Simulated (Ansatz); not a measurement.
**WH₄Cl₂O: molecular dynamics (part 1 of 2)**

- system: WH₄Cl₂O
- method: RHF/def2-SVP (Ansatz 0.2.0)

It belongs to a series of runs on one base structure; here: dynamics from the start.

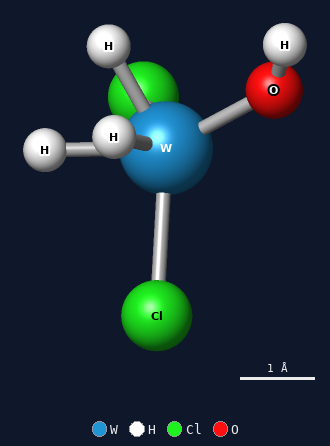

**Figure 1.** The input geometry (ball-and-stick view, seen at a tilt). Sticks mark near contacts. Bond lengths as drawn: Cl–W 2.32 Å, H–O 0.95 Å, H–W 1.65 Å and O–W 1.86 Å.

Summary:

- outcome: finished
- mean temperature over the second half: 783 K
- trajectory: 150 steps, 150 fs
- ensemble: nvt_langevin
- temperature in the input: 1000.0 K
- time step: 1.0 fs
- potential energy (last step): −28904.3659 eV
- mean-field energy (last step): −28904.3659 eV
- largest force (length of the vector) (last step): 4.604 eV/Å
- hardware: 1 thread of Arm Neoverse V1, 24 GiB of memory available, shared host
- wall time: 7.1 min
- peak memory: 0.2 GiB

So short a trajectory is not equilibrated. The logged temperature at the start can lie below the typed one, since it is counted over all degrees of freedom.

Input file:
```yaml
crystal:
  periodic: [false, false, false]
  atoms:
    - { symbol: W, position_ang: [-0.328988, 0.434341, -0.199917] }
    - { symbol: H, position_ang: [0.112584, -0.148328, 1.281723] }
    - { symbol: H, position_ang: [1.264118, 0.113355, 0.069509] }
    - { symbol: Cl, position_ang: [0.139489, 2.528065, 0.686703] }
    - { symbol: Cl, position_ang: [-2.42046, -0.452888, 0.277655] }
    - { symbol: H, position_ang: [0.204545, -1.121075, -0.100105] }
    - { symbol: O, position_ang: [0.123799, 0.293042, -2.002165] }
    - { symbol: H, position_ang: [0.762713, -0.184112, -2.510503] }
basis:
  gaussian: { orbitals: def2-SVP }
hamiltonian:
  xc: hf
md:
  timestep: 1.0
  n_steps: 150
  ensemble: nvt_langevin
  temperature: 1000.0
  initial_velocities: maxwell_boltzmann
  seed: 476060
  friction: 0.05
```

Launched with:
```bash
ansatz run input.yaml --threads 1 --pin off --max-ram 2048MiB --backend cpu --events-out ev --progress --plain --runs-dir out
```

The program's output:
```
Engine: ansatz 0.2.0, aarch64-unknown-linux-gnu
Functional definition: HF
  exchange = exact_x
  correlation = 0
1053 factors; integrals over basis functions are off by at most 3.4e-4 eV
mean field evaluation 1: about -28900.6225 eV, gradient 4.5e1 eV
mean field evaluation 2: about -28900.8310 eV, gradient 4.5e1 eV
mean field evaluation 4: about -28905.2110 eV, gradient 3.7e0 eV
mean field evaluation 8: about -28905.2767 eV, gradient 4.4e-1 eV
mean field -28905.27767607 eV, -1062.2493618945 hartree, gradient 2.0e-5 eV, S^2 0.000000; 0 other end points of the search recorded, 0 dependent functions left out
the calculation of the forces begins
reference -28905.27767607 eV, -1062.2493618945 hartree; 30, 30 occupied and 72, 72 virtual orbitals, 1053 factors
md step     0: t =     0.00 fs  T =   875.0 K  F+E_penalty+E_count = -28905.27767607 eV  E_kin = 0.904820 eV  (41 SCF iters)
these checks for a lower state are left out or cut short: starts, cluster_reference, orbital_swaps, neighbouring_geometries, increment
1053 factors; integrals over basis functions are off by at most 3.3e-4 eV
mean field evaluation 16: about -28904.9151 eV, gradient 3.7e1 eV
mean field -28905.22948861 eV, -1062.2475910383 hartree, gradient 1.1e-5 eV, S^2 0.000000; 0 other end points of the search recorded, 0 dependent functions left out
the calculation of the forces begins
reference -28905.22948861 eV, -1062.2475910383 hartree; 30, 30 occupied and 72, 72 virtual orbitals, 1053 factors
md step     1: t =     1.00 fs  T =   952.8 K  F+E_penalty+E_count = -28905.22948861 eV  E_kin = 0.985302 eV  (46 SCF iters)
[... from here on the SCF iterations and repeated set-up lines of each step are left out, up to the last step ...]
md step     2: t =     2.00 fs  T =   686.3 K  F+E_penalty+E_count = -28905.10184328 eV  E_kin = 0.709737 eV  (46 SCF iters)
md step     3: t =     3.00 fs  T =   655.1 K  F+E_penalty+E_count = -28904.95844516 eV  E_kin = 0.677406 eV  (46 SCF iters)
md step     4: t =     4.00 fs  T =   454.0 K  F+E_penalty+E_count = -28904.81895351 eV  E_kin = 0.469473 eV  (45 SCF iters)
md step     5: t =     5.00 fs  T =   373.1 K  F+E_penalty+E_count = -28904.70479466 eV  E_kin = 0.385778 eV  (48 SCF iters)
md step     6: t =     6.00 fs  T =   328.8 K  F+E_penalty+E_count = -28904.63696995 eV  E_kin = 0.340002 eV  (48 SCF iters)
md step     7: t =     7.00 fs  T =   299.7 K  F+E_penalty+E_count = -28904.60640507 eV  E_kin = 0.309887 eV  (48 SCF iters)
md step     8: t =     8.00 fs  T =   329.0 K  F+E_penalty+E_count = -28904.63742010 eV  E_kin = 0.340257 eV  (46 SCF iters)
md step     9: t =     9.00 fs  T =   364.3 K  F+E_penalty+E_count = -28904.71947591 eV  E_kin = 0.376730 eV  (46 SCF iters)
md step    10: t =    10.00 fs  T =   554.1 K  F+E_penalty+E_count = -28904.75861675 eV  E_kin = 0.573014 eV  (47 SCF iters)
md step    11: t =    11.00 fs  T =   514.9 K  F+E_penalty+E_count = -28904.76428481 eV  E_kin = 0.532499 eV  (47 SCF iters)
md step    12: t =    12.00 fs  T =   585.2 K  F+E_penalty+E_count = -28904.79031132 eV  E_kin = 0.605174 eV  (46 SCF iters)
md step    13: t =    13.00 fs  T =   858.6 K  F+E_penalty+E_count = -28904.79943742 eV  E_kin = 0.887823 eV  (46 SCF iters)
md step    14: t =    14.00 fs  T =   671.5 K  F+E_penalty+E_count = -28904.77573664 eV  E_kin = 0.694421 eV  (45 SCF iters)
md step    15: t =    15.00 fs  T =   714.1 K  F+E_penalty+E_count = -28904.81456012 eV  E_kin = 0.738398 eV  (45 SCF iters)
md step    16: t =    16.00 fs  T =   918.2 K  F+E_penalty+E_count = -28904.97607162 eV  E_kin = 0.949524 eV  (46 SCF iters)
md step    17: t =    17.00 fs  T =   896.4 K  F+E_penalty+E_count = -28905.05916025 eV  E_kin = 0.926997 eV  (44 SCF iters)
md step    18: t =    18.00 fs  T =   966.9 K  F+E_penalty+E_count = -28904.94407778 eV  E_kin = 0.999834 eV  (45 SCF iters)
md step    19: t =    19.00 fs  T =   759.8 K  F+E_penalty+E_count = -28904.78938719 eV  E_kin = 0.785717 eV  (45 SCF iters)
md step    20: t =    20.00 fs  T =   667.5 K  F+E_penalty+E_count = -28904.81538042 eV  E_kin = 0.690270 eV  (48 SCF iters)
md step    21: t =    21.00 fs  T =   866.3 K  F+E_penalty+E_count = -28904.88001028 eV  E_kin = 0.895817 eV  (47 SCF iters)
md step    22: t =    22.00 fs  T =   740.5 K  F+E_penalty+E_count = -28904.79187429 eV  E_kin = 0.765784 eV  (48 SCF iters)
md step    23: t =    23.00 fs  T =   761.8 K  F+E_penalty+E_count = -28904.65705891 eV  E_kin = 0.787812 eV  (50 SCF iters)
md step    24: t =    24.00 fs  T =   918.0 K  F+E_penalty+E_count = -28904.67714075 eV  E_kin = 0.949310 eV  (47 SCF iters)
md step    25: t =    25.00 fs  T =  1058.0 K  F+E_penalty+E_count = -28904.66916391 eV  E_kin = 1.094090 eV  (50 SCF iters)
md step    26: t =    26.00 fs  T =   976.9 K  F+E_penalty+E_count = -28904.53540540 eV  E_kin = 1.010156 eV  (53 SCF iters)
md step    27: t =    27.00 fs  T =   910.7 K  F+E_penalty+E_count = -28904.47417710 eV  E_kin = 0.941706 eV  (51 SCF iters)
md step    28: t =    28.00 fs  T =  1078.4 K  F+E_penalty+E_count = -28904.54782752 eV  E_kin = 1.115164 eV  (51 SCF iters)
md step    29: t =    29.00 fs  T =  1233.7 K  F+E_penalty+E_count = -28904.62114159 eV  E_kin = 1.275735 eV  (52 SCF iters)
md step    30: t =    30.00 fs  T =   989.2 K  F+E_penalty+E_count = -28904.46611504 eV  E_kin = 1.022958 eV  (53 SCF iters)
md step    31: t =    31.00 fs  T =   757.8 K  F+E_penalty+E_count = -28904.36773784 eV  E_kin = 0.783635 eV  (56 SCF iters)
md step    32: t =    32.00 fs  T =   917.3 K  F+E_penalty+E_count = -28904.50535294 eV  E_kin = 0.948511 eV  (53 SCF iters)
md step    33: t =    33.00 fs  T =   766.8 K  F+E_penalty+E_count = -28904.54963556 eV  E_kin = 0.792907 eV  (52 SCF iters)
md step    34: t =    34.00 fs  T =   653.9 K  F+E_penalty+E_count = -28904.51919812 eV  E_kin = 0.676152 eV  (54 SCF iters)
md step    35: t =    35.00 fs  T =   717.2 K  F+E_penalty+E_count = -28904.53326241 eV  E_kin = 0.741632 eV  (52 SCF iters)
md step    36: t =    36.00 fs  T =   808.7 K  F+E_penalty+E_count = -28904.62663691 eV  E_kin = 0.836293 eV  (49 SCF iters)
md step    37: t =    37.00 fs  T =  1059.4 K  F+E_penalty+E_count = -28904.73032444 eV  E_kin = 1.095540 eV  (50 SCF iters)
md step    38: t =    38.00 fs  T =  1183.9 K  F+E_penalty+E_count = -28904.68228600 eV  E_kin = 1.224208 eV  (51 SCF iters)
md step    39: t =    39.00 fs  T =  1203.6 K  F+E_penalty+E_count = -28904.62325063 eV  E_kin = 1.244611 eV  (47 SCF iters)
md step    40: t =    40.00 fs  T =  1304.4 K  F+E_penalty+E_count = -28904.74780623 eV  E_kin = 1.348835 eV  (46 SCF iters)
md step    41: t =    41.00 fs  T =  1151.8 K  F+E_penalty+E_count = -28904.82000128 eV  E_kin = 1.191102 eV  (46 SCF iters)
md step    42: t =    42.00 fs  T =  1100.1 K  F+E_penalty+E_count = -28904.82523701 eV  E_kin = 1.137601 eV  (46 SCF iters)
md step    43: t =    43.00 fs  T =  1138.3 K  F+E_penalty+E_count = -28904.80360006 eV  E_kin = 1.177126 eV  (47 SCF iters)
md step    44: t =    44.00 fs  T =  1060.2 K  F+E_penalty+E_count = -28904.78858652 eV  E_kin = 1.096293 eV  (47 SCF iters)
md step    45: t =    45.00 fs  T =  1016.4 K  F+E_penalty+E_count = -28904.82593365 eV  E_kin = 1.051090 eV  (50 SCF iters)
md step    46: t =    46.00 fs  T =  1116.8 K  F+E_penalty+E_count = -28904.85066708 eV  E_kin = 1.154884 eV  (50 SCF iters)
md step    47: t =    47.00 fs  T =   991.3 K  F+E_penalty+E_count = -28904.67839518 eV  E_kin = 1.025098 eV  (48 SCF iters)
md step    48: t =    48.00 fs  T =   773.5 K  F+E_penalty+E_count = -28904.71815439 eV  E_kin = 0.799847 eV  (49 SCF iters)
md step    49: t =    49.00 fs  T =  1203.5 K  F+E_penalty+E_count = -28904.86101277 eV  E_kin = 1.244478 eV  (46 SCF iters)
md step    50: t =    50.00 fs  T =  1118.2 K  F+E_penalty+E_count = -28904.75723717 eV  E_kin = 1.156261 eV  (47 SCF iters)
md step    51: t =    51.00 fs  T =   819.7 K  F+E_penalty+E_count = -28904.61558952 eV  E_kin = 0.847597 eV  (48 SCF iters)
md step    52: t =    52.00 fs  T =   907.4 K  F+E_penalty+E_count = -28904.67057916 eV  E_kin = 0.938307 eV  (47 SCF iters)
md step    53: t =    53.00 fs  T =   974.5 K  F+E_penalty+E_count = -28904.83262329 eV  E_kin = 1.007743 eV  (47 SCF iters)
md step    54: t =    54.00 fs  T =   909.3 K  F+E_penalty+E_count = -28904.80020902 eV  E_kin = 0.940268 eV  (46 SCF iters)
md step    55: t =    55.00 fs  T =   719.3 K  F+E_penalty+E_count = -28904.64272269 eV  E_kin = 0.743767 eV  (48 SCF iters)
md step    56: t =    56.00 fs  T =   841.2 K  F+E_penalty+E_count = -28904.77559771 eV  E_kin = 0.869826 eV  (46 SCF iters)
md step    57: t =    57.00 fs  T =   711.5 K  F+E_penalty+E_count = -28904.83944663 eV  E_kin = 0.735788 eV  (45 SCF iters)
md step    58: t =    58.00 fs  T =   590.6 K  F+E_penalty+E_count = -28904.72430867 eV  E_kin = 0.610767 eV  (45 SCF iters)
md step    59: t =    59.00 fs  T =   332.4 K  F+E_penalty+E_count = -28904.60769040 eV  E_kin = 0.343717 eV  (46 SCF iters)
md step    60: t =    60.00 fs  T =   391.0 K  F+E_penalty+E_count = -28904.65832518 eV  E_kin = 0.404317 eV  (47 SCF iters)
md step    61: t =    61.00 fs  T =   649.9 K  F+E_penalty+E_count = -28904.81815928 eV  E_kin = 0.672093 eV  (46 SCF iters)
md step    62: t =    62.00 fs  T =   611.4 K  F+E_penalty+E_count = -28904.75319705 eV  E_kin = 0.632250 eV  (44 SCF iters)
md step    63: t =    63.00 fs  T =   496.4 K  F+E_penalty+E_count = -28904.60465217 eV  E_kin = 0.513304 eV  (46 SCF iters)
md step    64: t =    64.00 fs  T =   801.6 K  F+E_penalty+E_count = -28904.82700023 eV  E_kin = 0.828932 eV  (44 SCF iters)
md step    65: t =    65.00 fs  T =   845.7 K  F+E_penalty+E_count = -28904.87249084 eV  E_kin = 0.874518 eV  (45 SCF iters)
md step    66: t =    66.00 fs  T =   785.5 K  F+E_penalty+E_count = -28904.72476173 eV  E_kin = 0.812271 eV  (47 SCF iters)
md step    67: t =    67.00 fs  T =   735.5 K  F+E_penalty+E_count = -28904.63467422 eV  E_kin = 0.760534 eV  (47 SCF iters)
md step    68: t =    68.00 fs  T =   703.1 K  F+E_penalty+E_count = -28904.68373825 eV  E_kin = 0.727076 eV  (47 SCF iters)
md step    69: t =    69.00 fs  T =   638.1 K  F+E_penalty+E_count = -28904.78410522 eV  E_kin = 0.659838 eV  (45 SCF iters)
md step    70: t =    70.00 fs  T =   756.9 K  F+E_penalty+E_count = -28904.85384201 eV  E_kin = 0.782710 eV  (47 SCF iters)
md step    71: t =    71.00 fs  T =   702.1 K  F+E_penalty+E_count = -28904.83037716 eV  E_kin = 0.726035 eV  (50 SCF iters)
md step    72: t =    72.00 fs  T =   738.3 K  F+E_penalty+E_count = -28904.81129444 eV  E_kin = 0.763419 eV  (48 SCF iters)
md step    73: t =    73.00 fs  T =   892.8 K  F+E_penalty+E_count = -28904.85058194 eV  E_kin = 0.923242 eV  (47 SCF iters)
md step    74: t =    74.00 fs  T =   878.4 K  F+E_penalty+E_count = -28904.85426566 eV  E_kin = 0.908332 eV  (48 SCF iters)
md step    75: t =    75.00 fs  T =   896.8 K  F+E_penalty+E_count = -28904.76425478 eV  E_kin = 0.927334 eV  (51 SCF iters)
md step    76: t =    76.00 fs  T =   599.7 K  F+E_penalty+E_count = -28904.70754553 eV  E_kin = 0.620149 eV  (52 SCF iters)
md step    77: t =    77.00 fs  T =   729.6 K  F+E_penalty+E_count = -28904.71686433 eV  E_kin = 0.754434 eV  (49 SCF iters)
md step    78: t =    78.00 fs  T =   696.5 K  F+E_penalty+E_count = -28904.74496348 eV  E_kin = 0.720246 eV  (48 SCF iters)
md step    79: t =    79.00 fs  T =   616.7 K  F+E_penalty+E_count = -28904.77326658 eV  E_kin = 0.637739 eV  (50 SCF iters)
md step    80: t =    80.00 fs  T =   510.9 K  F+E_penalty+E_count = -28904.79640752 eV  E_kin = 0.528288 eV  (50 SCF iters)
md step    81: t =    81.00 fs  T =   517.7 K  F+E_penalty+E_count = -28904.82558337 eV  E_kin = 0.535354 eV  (45 SCF iters)
md step    82: t =    82.00 fs  T =   393.8 K  F+E_penalty+E_count = -28904.84487722 eV  E_kin = 0.407252 eV  (46 SCF iters)
md step    83: t =    83.00 fs  T =   514.2 K  F+E_penalty+E_count = -28904.85523445 eV  E_kin = 0.531729 eV  (46 SCF iters)
md step    84: t =    84.00 fs  T =   500.3 K  F+E_penalty+E_count = -28904.83183670 eV  E_kin = 0.517326 eV  (44 SCF iters)
md step    85: t =    85.00 fs  T =   531.6 K  F+E_penalty+E_count = -28904.79686350 eV  E_kin = 0.549732 eV  (47 SCF iters)
md step    86: t =    86.00 fs  T =   470.0 K  F+E_penalty+E_count = -28904.75404054 eV  E_kin = 0.486039 eV  (47 SCF iters)
md step    87: t =    87.00 fs  T =   375.7 K  F+E_penalty+E_count = -28904.74702263 eV  E_kin = 0.388543 eV  (45 SCF iters)
md step    88: t =    88.00 fs  T =   492.9 K  F+E_penalty+E_count = -28904.75723267 eV  E_kin = 0.509742 eV  (48 SCF iters)
md step    89: t =    89.00 fs  T =   501.3 K  F+E_penalty+E_count = -28904.75595235 eV  E_kin = 0.518415 eV  (47 SCF iters)
md step    90: t =    90.00 fs  T =   517.8 K  F+E_penalty+E_count = -28904.78956070 eV  E_kin = 0.535491 eV  (46 SCF iters)
md step    91: t =    91.00 fs  T =   574.8 K  F+E_penalty+E_count = -28904.84800736 eV  E_kin = 0.594431 eV  (45 SCF iters)
md step    92: t =    92.00 fs  T =   591.0 K  F+E_penalty+E_count = -28904.87259777 eV  E_kin = 0.611170 eV  (45 SCF iters)
md step    93: t =    93.00 fs  T =   680.2 K  F+E_penalty+E_count = -28904.87929433 eV  E_kin = 0.703342 eV  (46 SCF iters)
md step    94: t =    94.00 fs  T =   584.0 K  F+E_penalty+E_count = -28904.91216874 eV  E_kin = 0.603949 eV  (45 SCF iters)
md step    95: t =    95.00 fs  T =   673.1 K  F+E_penalty+E_count = -28904.95275707 eV  E_kin = 0.696064 eV  (46 SCF iters)
md step    96: t =    96.00 fs  T =   801.0 K  F+E_penalty+E_count = -28904.99937295 eV  E_kin = 0.828287 eV  (44 SCF iters)
md step    97: t =    97.00 fs  T =   778.2 K  F+E_penalty+E_count = -28905.05700404 eV  E_kin = 0.804678 eV  (47 SCF iters)
md step    98: t =    98.00 fs  T =   955.4 K  F+E_penalty+E_count = -28905.08942321 eV  E_kin = 0.988001 eV  (46 SCF iters)
md step    99: t =    99.00 fs  T =   959.6 K  F+E_penalty+E_count = -28905.09240346 eV  E_kin = 0.992340 eV  (44 SCF iters)
md step   100: t =   100.00 fs  T =   935.3 K  F+E_penalty+E_count = -28905.08826734 eV  E_kin = 0.967160 eV  (47 SCF iters)
md step   101: t =   101.00 fs  T =   951.5 K  F+E_penalty+E_count = -28905.06988928 eV  E_kin = 0.983977 eV  (46 SCF iters)
md step   102: t =   102.00 fs  T =   932.3 K  F+E_penalty+E_count = -28905.02531362 eV  E_kin = 0.964061 eV  (46 SCF iters)
md step   103: t =   103.00 fs  T =  1070.4 K  F+E_penalty+E_count = -28904.94307004 eV  E_kin = 1.106882 eV  (46 SCF iters)
md step   104: t =   104.00 fs  T =   904.5 K  F+E_penalty+E_count = -28904.84647383 eV  E_kin = 0.935332 eV  (46 SCF iters)
md step   105: t =   105.00 fs  T =   758.9 K  F+E_penalty+E_count = -28904.77461908 eV  E_kin = 0.784807 eV  (47 SCF iters)
md step   106: t =   106.00 fs  T =   644.1 K  F+E_penalty+E_count = -28904.73607181 eV  E_kin = 0.666066 eV  (45 SCF iters)
md step   107: t =   107.00 fs  T =   836.4 K  F+E_penalty+E_count = -28904.71797751 eV  E_kin = 0.864926 eV  (46 SCF iters)
md step   108: t =   108.00 fs  T =   681.4 K  F+E_penalty+E_count = -28904.66772698 eV  E_kin = 0.704593 eV  (46 SCF iters)
md step   109: t =   109.00 fs  T =   751.5 K  F+E_penalty+E_count = -28904.60144737 eV  E_kin = 0.777127 eV  (46 SCF iters)
md step   110: t =   110.00 fs  T =   780.5 K  F+E_penalty+E_count = -28904.51826227 eV  E_kin = 0.807081 eV  (46 SCF iters)
md step   111: t =   111.00 fs  T =   878.0 K  F+E_penalty+E_count = -28904.44152185 eV  E_kin = 0.907888 eV  (47 SCF iters)
md step   112: t =   112.00 fs  T =   771.1 K  F+E_penalty+E_count = -28904.43062705 eV  E_kin = 0.797417 eV  (46 SCF iters)
md step   113: t =   113.00 fs  T =   674.3 K  F+E_penalty+E_count = -28904.45690828 eV  E_kin = 0.697280 eV  (46 SCF iters)
md step   114: t =   114.00 fs  T =   667.3 K  F+E_penalty+E_count = -28904.60820437 eV  E_kin = 0.690001 eV  (46 SCF iters)
md step   115: t =   115.00 fs  T =   921.8 K  F+E_penalty+E_count = -28904.79694145 eV  E_kin = 0.953253 eV  (46 SCF iters)
md step   116: t =   116.00 fs  T =  1050.5 K  F+E_penalty+E_count = -28904.84952317 eV  E_kin = 1.086334 eV  (46 SCF iters)
md step   117: t =   117.00 fs  T =  1033.1 K  F+E_penalty+E_count = -28904.75568651 eV  E_kin = 1.068338 eV  (48 SCF iters)
md step   118: t =   118.00 fs  T =   949.7 K  F+E_penalty+E_count = -28904.57093539 eV  E_kin = 0.982033 eV  (48 SCF iters)
md step   119: t =   119.00 fs  T =   902.9 K  F+E_penalty+E_count = -28904.35185427 eV  E_kin = 0.933712 eV  (46 SCF iters)
```
